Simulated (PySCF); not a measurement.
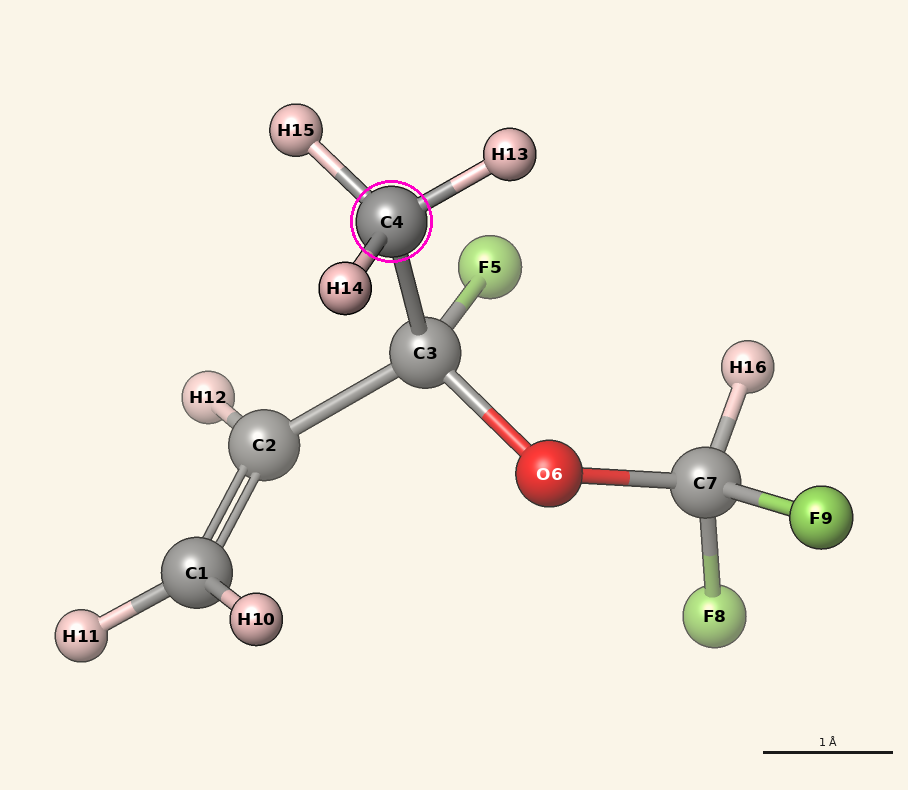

Orthographic view. Depth is shown by fading: the farther an atom, the more it takes the colour of the background. Geometry: an image of a reaction path computed with GFN2-xTB, not a minimum.

### Name the neighbours of the circled atom.

The circled atom is C4; it is bonded to C3, H13, H14, H15.

### Which atom is nearest the viewer?

H14, 1.8 Å in front of the mean position.

### Of C3 and C4, which is nearer the viewer?

C4; the bond to C3 points away from the viewer, so it looks shorter than its 1.53 Å.

### Which two atoms are farthest apart in space?

F9 and H11, 5.91 Å.
